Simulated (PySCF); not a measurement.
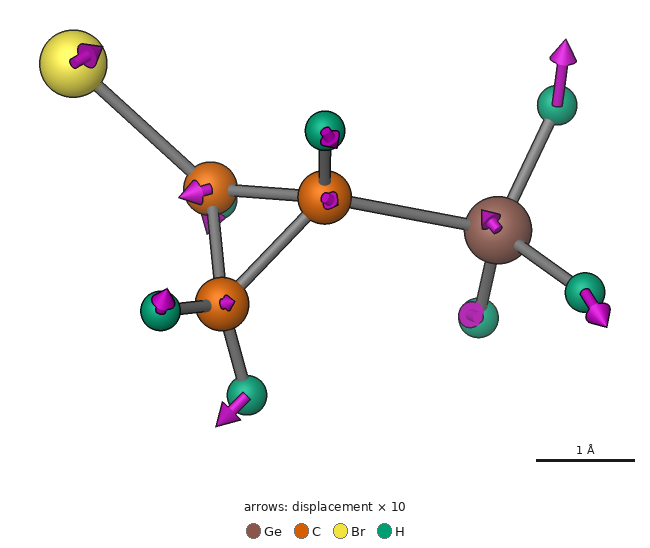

This is a relaxation of C₃H₇BrGe. The starting structure is drawn; purple arrows show the displacements, 10 times their true length. The two geometries are superimposed by the best rigid fit.

The picture is a ball-and-stick view, seen at a tilt.

The start comes from GFN2-xTB. Its atoms were then displaced at random by about 0.01 Å.

All numbers below come from PBE0-D3(BJ)/def2-SVP geometry optimisation, gas phase in PySCF 2.14.0, density-fitted response routines. 

Question: Atoms of which element are displaced furthest, and by how much?

Answer: Hydrogen: up to 0.076 Å, against 0.044 Å for bromine.

Question: Describe the change and its energy.

Answer: The energy falls by 16.0 kJ/mol in 4 geometry steps. The largest move after the best rigid fit is that of an H atom, 0.076 Å. Largest moves by element: H 0.076 Å, Br 0.044 Å, C 0.038 Å, Ge 0.030 Å. Near-neighbour distances that change, for instance: Ge–H 1.454 → 1.539 Å, Ge–H 1.501 → 1.539 Å, Br–C 1.950 → 1.914 Å, C–Ge 1.980 → 1.945 Å. Among the angles between lasting bonds that change: C–C–Br 116.5° → 119.8°, C–C–H 122.9° → 119.7°, C–C–H 119.8° → 117.6°.
